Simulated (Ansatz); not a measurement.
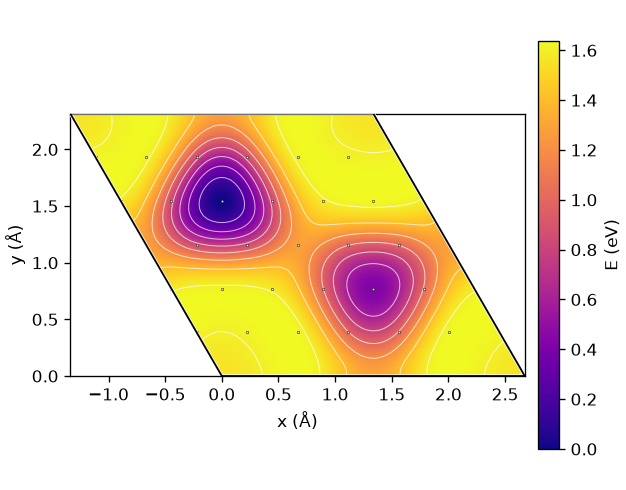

Energy landscape of N on a Ru(001) slab cut from the P6_3/mmc phase, its upper half relaxed before the scan (4 atoms of substrate and one adsorbate in a 1 × 1 cell). 
- N is moved over the surface cell; relaxed at each place: the height of the adsorbate's atoms; substrate rigid; the origin of the map has the adsorbate above Ru4.
- Places are given modulo a cell vector. The map is drawn in real space over the plane of the surface.
- The grid has 6 × 6 points; 10 points were computed and 26 follow by symmetry.
- Energies are in eV, from the lowest grid point.
- With one adsorbate in each 1 × 1 cell, its nearest image is 2.7 Å away, so neighbouring adsorbates interact.
- All numbers below come from DFT LDA, scalar-relativistic, plane waves, PAW (Ansatz). Settings: cutoff 420 eV, k-mesh 12×12×1, gaussian smearing 0.1 eV, no spin polarisation.

The picture shows a smooth colour map with a few white contour lines, dots at the grid points, the outline of one cell of the plane. Between grid points the surface is interpolated. 

Question: Describe this landscape.

Answer: The lowest grid point is at a threefold hollow over a second-layer Ru atom, (2/6, 4/6) of the cell vectors. There are further wells near a threefold hollow, (4/6, 2/6) of the cell vectors (0.42 eV above the lowest at that grid point); the top site over a surface Ru atom, (0/6, 0/6) of the cell vectors (1.55 eV above the lowest at that grid point). The highest grid point, (2/6, 1/6) of the cell vectors [nearest 1 Ru at 1.69 Å], lies 1.64 eV above the lowest. On the interpolated surface the easiest way out of the lowest well to the well at a threefold hollow, (4/6, 2/6) of the cell vectors passes a barrier of about 1.3 eV. At the lowest point the adsorbate has 3 Ru at 1.96 Å as nearest neighbours, at the highest 1 Ru at 1.69 Å. Its relaxed height above the top atom is 1.20 Å at the lowest and 1.51 Å at the highest point.

Time for the 10 points that were run: 15 min on 1 thread of Arm Neoverse V2 (shared host).

PAW datasets: the set soft_1.
